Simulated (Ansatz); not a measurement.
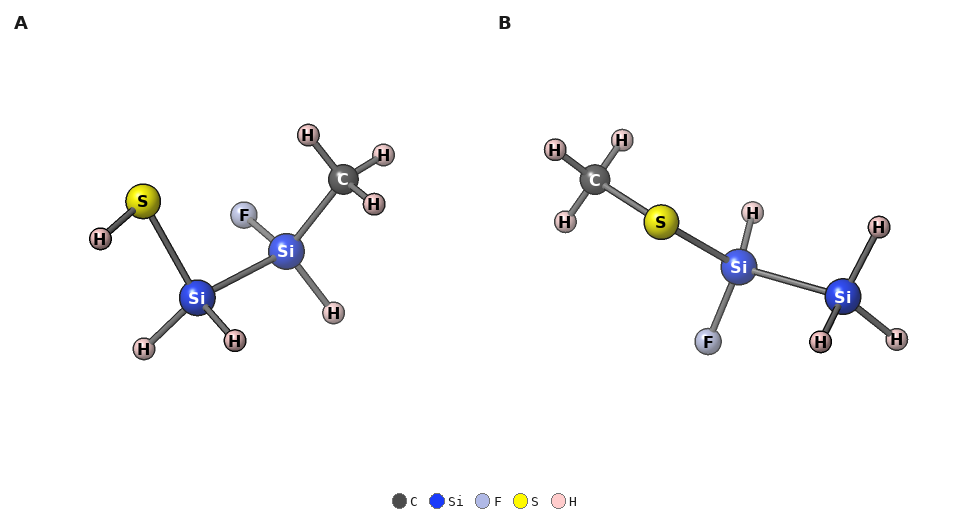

Depth is shown by fading: the farther an atom, the more it takes the colour of the background. Computed geometry: PBE-D4/def2-SVP optimisation. No frequency run is at hand to confirm it as a minimum.

> Can A be turned into B by a rotation alone?

No. They are constitutional isomers of CH7FSSi2: A is C[Si@H](F)[SiH2]S, B is CS[Si@H](F)[SiH3]
